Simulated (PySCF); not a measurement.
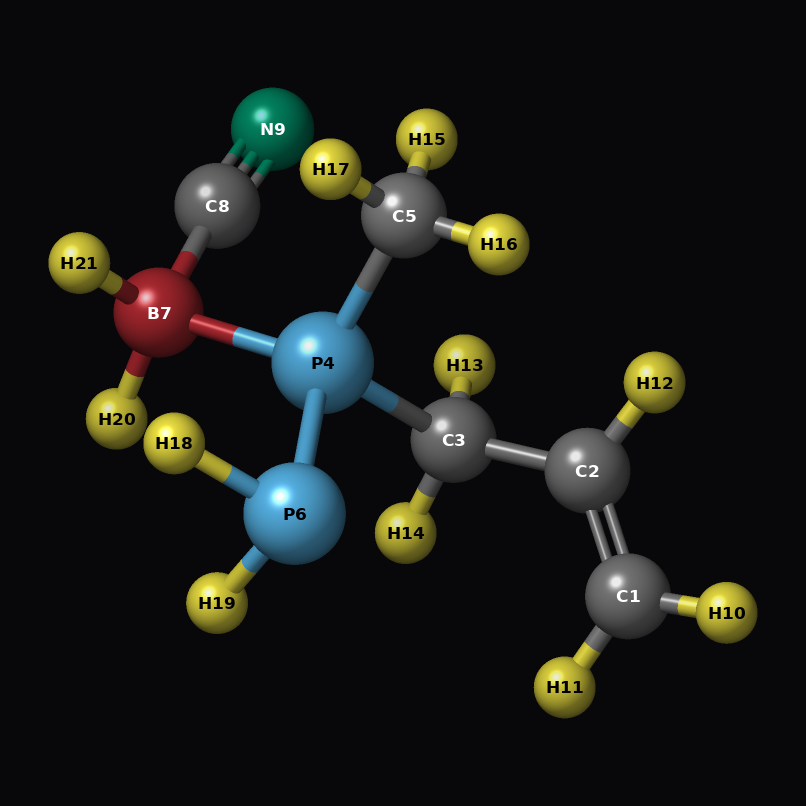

The computed structure is the end point of a PBE0-D3(BJ)/def2-SVP optimisation. No frequency run is at hand to confirm it as a minimum. Properties computed with delta-SCF UKS SCAN, pcX-2 on the ionised atom, pcseg-1 elsewhere, spin-free X2C (PySCF 2.14.0).

Give the core-electron binding energies (to vacuum; p and d levels without spin–orbit splitting) of C1 1s, C2 1s, C3 1s, P4 1s, P4 2p, C5 1s, P6 1s, P6 2p, B7 1s, C8 1s, N9 1s.

| atom | level | binding energy (eV) |
| --- | --- | --- |
| C1 | 1s | 290.6 |
| C2 | 1s | 291.2 |
| C3 | 1s | 291.4 |
| P4 | 1s | 2151.1 |
| P4 | 2p | 137.8 |
| C5 | 1s | 291.3 |
| P6 | 1s | 2150.8 |
| P6 | 2p | 137.5 |
| B7 | 1s | 194.3 |
| C8 | 1s | 290.6 |
| N9 | 1s | 403.6 |
